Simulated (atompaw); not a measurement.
**Pseudopotential generation for Ge: PAW (atompaw), PBE**

Do these settings give a usable potential? It is generated, then checked for scattering, ghosts and hardness.

Program: atompaw 4.2.0.5. Reference atom: PBE, scalar-relativistic, spherical and spin-unpolarised. All values are calculated.

## Step 1: The atom and the settings

The settings as typed:

```
element                 : germanium (Ge, Z = 32)
type                    : PAW
frozen core             : [Ar]
valence charge          : 14
reference configuration : 3d10 4s1.75 4p2.25
partial waves           : 4s (bound): rc 1.65 bohr; 4s channel at 4.4 Ry: rc 2.55 bohr; 4p (bound): rc 2.55 bohr; 4p channel at 0.3 Ry: rc 2.55 bohr; 3d (bound): rc 0.70 bohr; 3d channel at -1.7 Ry: rc 0.70 bohr
local potential         : bessel scheme, radius 2.45 bohr
core correction         : smooth core density matched at 1.35 bohr
augmentation charge     : besselshape compensation charge, radius 1.95 bohr; PAW radius 2.55 bohr; waves and projectors: custom rrkj vanderbiltortho
```

The nodes and maxima of the atom's own shells, from an earlier all-electron run, set the scale for the radii.

All-electron outer shells of the reference configuration (PBE, scalar-relativistic, ld1.x):

```json
{"shell": "3s", "level (eV)": "-168.95", "outermost node (bohr)": "0.26", "outermost maximum (bohr)": "0.54"}
{"shell": "3p", "level (eV)": "-116.08", "outermost node (bohr)": "0.23", "outermost maximum (bohr)": "0.54"}
{"shell": "3d", "level (eV)": "-29.76", "outermost node (bohr)": "–", "outermost maximum (bohr)": "0.50"}
{"shell": "4s", "level (eV)": "-11.98", "outermost node (bohr)": "0.77", "outermost maximum (bohr)": "1.73"}
{"shell": "4p", "level (eV)": "-4.07", "outermost node (bohr)": "0.82", "outermost maximum (bohr)": "2.19"}
```

## Step 2: The generation run

The input, Ge.input:

```
Ge 32
GGA-PBE scalarrelativistic loggrid 1500 logderivrange -4 5 226
4 4 3 0 0 0
4 0 1.75
4 1 2.25
0 0 0
c
c
c
v
c
c
v
v
2
2.55 1.95 2.45 1.35
y
4.4
n
y
0.3
n
y
-1.7
n
custom rrkj vanderbiltortho besselshape
bessel
1.65
2.55
2.55
2.55
0.70
0.70
PWSCFOUT
UPFDX 0.0125d0 UPFXMIN -7.d0 UPFZMESH 32.d0
END
```

On the command line:

```bash
$ atompaw < Ge.input > Ge.log
```

Output in the file Ge (summary file):

```text
 Completed calculations for Ge (AE)

 Exchange-correlation type: GGA, Perdew-Burke-Ernzerhof

 Radial integration grid is logarithmic 
 r0 =   2.6318935E-04 h =   8.4220592E-03   n =      1500 rmax =   8.0000000E+01

 Scalar relativistic calculation

 AEatom converged in  44 iterations
   nz     =  32.00
   delta  =       3.310519789898E-17

 All Electron Orbital energies:         
  n  l      occupancy      energy
  1  0      2.0000000E+00 -8.0566577E+02
  2  0      2.0000000E+00 -1.0085792E+02
  3  0      2.0000000E+00 -1.2417783E+01
  4  0      1.7500000E+00 -8.8061567E-01
  2  1      6.0000000E+00 -8.8136581E+01
  3  1      6.0000000E+00 -8.5317877E+00
  4  1      2.2500000E+00 -2.9948042E-01
  3  2      1.0000000E+01 -2.1872435E+00

 Total energy
   Total                    :    -4197.52175047914261

 ---
 Completed calculations for Ge (SC)

 Exchange-correlation type: GGA, Perdew-Burke-Ernzerhof

 Radial integration grid is logarithmic 
 r0 =   2.6318935E-04 h =   8.4220592E-03   n =      1500 rmax =   8.0000000E+01

 Scalar relativistic calculation

 SCatom converged in   2 iterations
   nz     =  32.00
   delta  =       1.870305510014E-18

 Valence Electron Orbital energies:         
  n  l      occupancy      energy
   4  0      1.7500000E+00 -8.8061567E-01
   4  1      2.2500000E+00 -2.9948042E-01
   3  2      1.0000000E+01 -2.1872435E+00

 Total energy
   Total                    :    -4197.52175047823039
   Valence                  :     -315.06228682608526

 PAW parameters: 
       lmax =            2
         rc =    2.5530906089913028     
        irc =         1091
   rc_shape =    1.9498780795435136     
    rc_vloc =    2.4685053845699652     
    rc_core =    1.3573841032319487     
   Vloc: truncated form - Vps(r)=A.sin(qr)/r for r<rc
   Projector type: RRKJ pseudization + Vanderbilt ortho.
   Bessel compensation charge shape zeroed at   1.9499E+00

 Number of basis functions     6
 No.   n  nodes  l      Energy         Cp coeff         Occ
  1    4    3    0   -0.8806157E+00 -0.3705747E+01  0.1750000E+01
  2  999    4    0    0.4400000E+01 -0.2584277E-02  0.0000000E+00
  3    4    2    1   -0.2994804E+00 -0.1216158E+04  0.2250000E+01
  4  999    3    1    0.3000000E+00 -0.1977356E+03  0.0000000E+00
  5    3    0    2   -0.2187244E+01 -0.6376808E+01  0.1000000E+02
  6  999    1    2   -0.1700000E+01 -0.1750251E+02  0.0000000E+00

 Eigenvalues of overlap operator (in the basis of projectors):
    1        4.03592844E-02
    2        3.37383164E-01
    3        1.05141708E+00
    4        3.54311666E+00
    5        1.01880947E+02
    6        6.00374608E+02

 Orbital leakage outside PAW augmentation regions
   orb  is_core?  %out_of_sphere
   1 0    T           0.00
   2 0    T           0.00
   3 0    T           0.00
   4 0    F          25.11
   2 1    T           0.00
   3 1    T           0.00
   4 1    F          53.30
   3 2    F           0.22

 Summary of PAW energies
   Total valence energy     :   -315.06229385479531
   Smooth energy            :    211.16227750283559
   One center               :   -526.22457135763091
   Smooth kinetic           :    196.87389196694258
   Vloc energy              :     32.33403169560782
   Smooth exch-corr         :    -22.86763040072681
   One-center xc            :   -136.09536508227382
```

Wall time 9.7 s (1 thread of AMD EPYC 7R43, shared host).

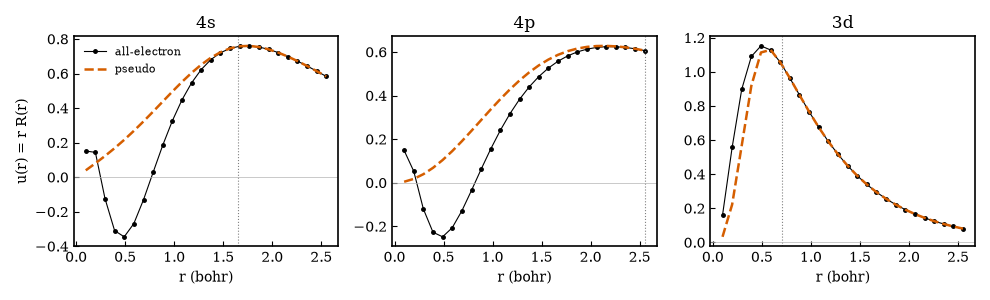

All-electron and pseudo partial waves (4s, 4p, 3d), with the matching radii dotted. The curves join 26 sampled radii, too few to resolve the innermost nodes.

## Step 3: Scattering by logarithmic derivatives

Taken from the files of the generation run. The phase is arctan(r·u′/u) with u = r·R, unwrapped, with energies in Ry. A pole is an energy at which the radial function vanishes at the test radius. The pseudo phase is shifted by a multiple of π to meet the all-electron one at the reference energy. Levels narrower than the energy grid can be missing from the poles. The last column is the largest difference on the grid between −1 and +1 Ry.

| channel | radius (bohr) | reference (Ry) | poles AE | poles PS | window around the reference with phases within 0.05 rad (Ry) | largest difference near zero (rad) |
| --- | --- | --- | --- | --- | --- | --- |
| s | 2.55 | -0.88 | 0.09 | 0.08 | the whole range | 0.001 |
| p | 2.55 | -0.30 | 1.24 | 1.24 | below 3.8 | 0.000 |
| d | 2.55 | -2.19 | -2.16, 3.27 | -2.16, 3.54 | below 0.9 | 0.037 |

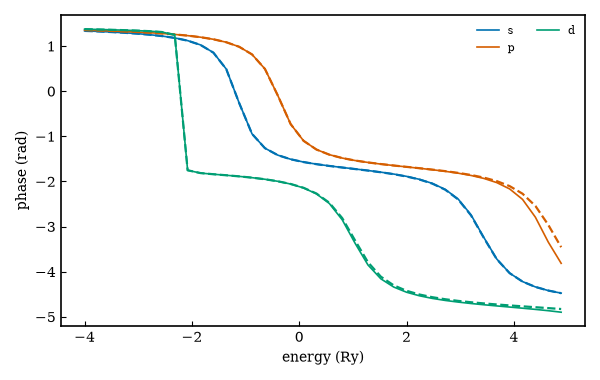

All-electron (solid) and pseudo (dashed) phases against energy.

## Step 4: Plane-wave convergence, by spherical Bessel functions

A separate test, outside the generator: the pseudo-atom's Hamiltonian at the reference potential is diagonalised in spherical Bessel functions j_l(qr) that vanish at 20 bohr, with q² up to the cutoff.

All-electron valence levels (Ry): 4s -0.8806, 4p -0.2995, 3d -2.1872. The lowest levels of each channel (Ry) by cutoff; the last column sums, over occupied levels, occupation times the distance from the level at 400 Ry. A positive value at high cutoff is not a bound level.

```csv
cutoff (Ry),s #1,p #1,d #1,f #1,Σ f·Δε (mRy)
8,-0.8707,-0.2975,0.0515,0.1082,22406.1
15,-0.8800,-0.2995,0.0506,0.1082,22375.7
25,-0.8804,-0.2995,0.0496,0.1082,22365.2
40,-0.8805,-0.2995,0.0466,0.1082,22334.9
55,-0.8806,-0.2995,0.0216,0.1082,22085.2
90,-0.8806,-0.2995,-0.9881,0.1082,11987.7
120,-0.8806,-0.2995,-1.7596,0.1082,4272.5
180,-0.8806,-0.2995,-2.1676,0.1082,192.5
260,-0.8806,-0.2995,-2.1848,0.1082,21.2
400,-0.8806,-0.2995,-2.1869,0.1082,0.0
```

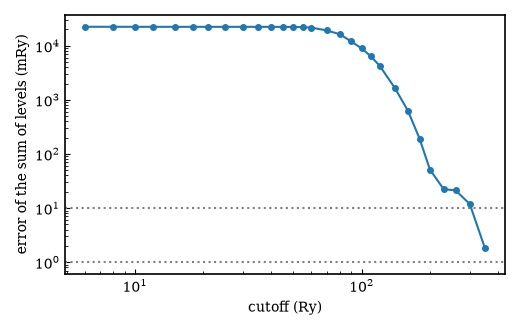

Occupation-weighted error of the valence levels against the cutoff; the dotted lines mark 10 and 1 mRy.

The sum stays within 10 mRy only somewhere over 300 Ry and within 1 mRy only somewhere over 300 Ry. The sum leaves out empty levels, which can need more. Ghost test: no level below the all-electron spectrum of its channel (s, p, d, f tested).

## Step 5: Outcome

```
                                                quantity                        value
               cutoffs for 10 and 1 mRy, occupied levels  over 300 Ry and over 300 Ry
                                            bound ghosts                   none found
largest phase difference near zero energy, channels read                    0.037 rad
         lowest eigenvalue of the overlap (Bessel basis)                    0.126 (s)
        share of valence orbitals outside the PAW sphere     4s 25 %, 4p 53 %, 3d 0 %
                                                UPF file                      written
```

**Reading.** The potential is very hard: the looser tolerance needs over 300 Ry. The slowest occupied level is 3d: taken alone it needs over 300 Ry to come within 1 mRy, against 15 Ry for 4s. It is free of bound ghosts as far as tested. Near zero energy the largest phase difference among the channels read is 0.04 rad, in the d channel (at the energies tabulated).
